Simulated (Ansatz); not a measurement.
# Mo$_{5}$: what the fields show

Input

```
crystal:
  periodic: [false, false, false]
  atoms:
    - {symbol: Mo, position_ang: [-1.310599, -0.120067, -0.764542]}
    - {symbol: Mo, position_ang: [0.851991, 1.385737, -0.795379]}
    - {symbol: Mo, position_ang: [-0.768768, -1.201653, 1.114774]}
    - {symbol: Mo, position_ang: [0.350816, 0.782250, 1.356025]}
    - {symbol: Mo, position_ang: [0.876560, -0.846257, -0.910868]}
basis:
  gaussian: {orbitals: def2-TZVP, initial_orbitals: start.molden}
hamiltonian: {xc: pbe0, dispersion: d4}
scf: {omitted_lower_state_checks: [starts]}
output: {orbitals: {seedname: orbitals}}
```

Run with:

```sh
ansatz run in.yaml --threads 4 --pin off --events-out ev --progress --plain --max-ram 4787MiB
```

Geometry: r2SCAN-D4/def2-SVP; core potentials replace the inner electrons of Mo.

Level of theory: RKS PBE0-D4/def2-TZVP (Ansatz).

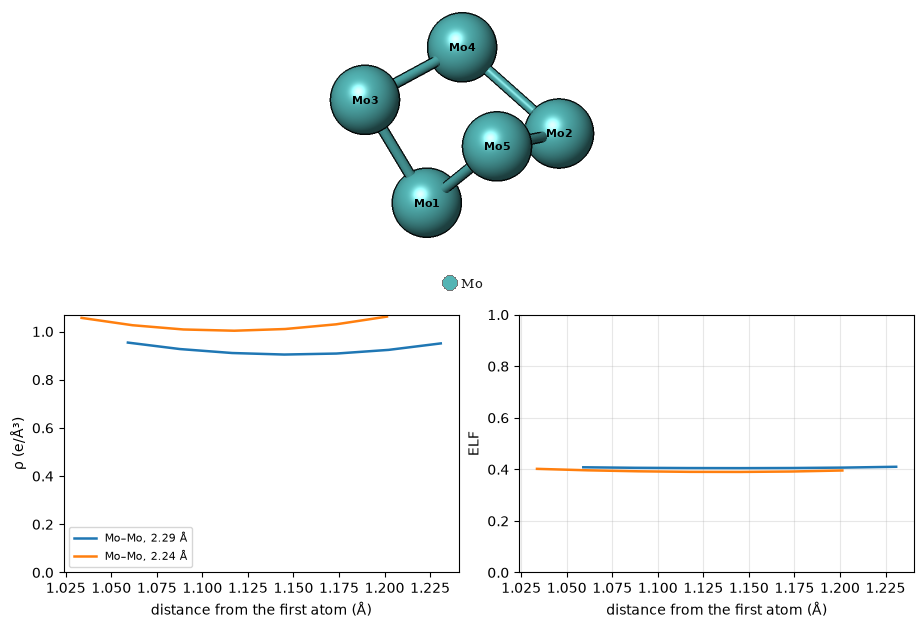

Figure 1. Electron density and electron localisation function along straight lines between neighbouring atoms. The curves leave out the atomic cores. The structure is drawn too.

Q: What can be read from the curves?

A: Mo–Mo (2.29 Å): ρ at the midpoint is about 0.9 e/Å³; the ELF is about 0.40 at the midpoint.
Mo–Mo (2.24 Å): the density is about 1 e/Å³ at the midpoint; the ELF is about 0.40 at the midpoint.

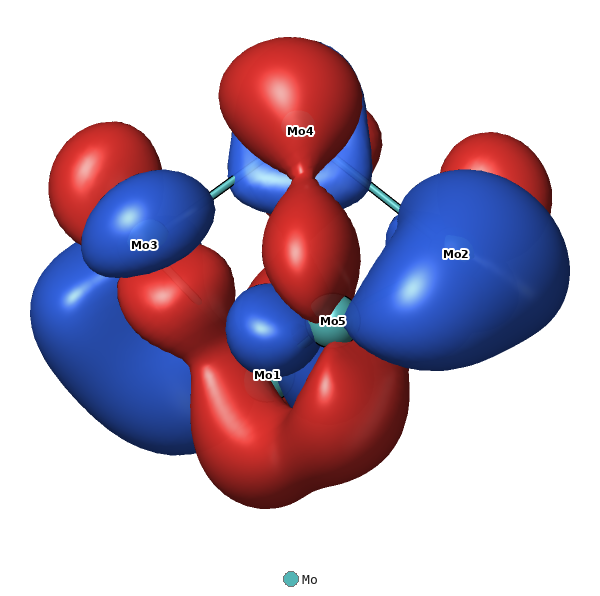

Figure 2. The HOMO at ±0.08 Å⁻³ᐟ² (red and blue are the two phases), seen at a tilt.

Q: What is the character of this orbital?

A: Its weight (Hirshfeld) is mainly on Mo1 (about 25 %), Mo5 (about 25 %), Mo2 (about 20 %), Mo3 (about 20 %) and Mo4 (about 15 %). Its energy is −3.79 eV.
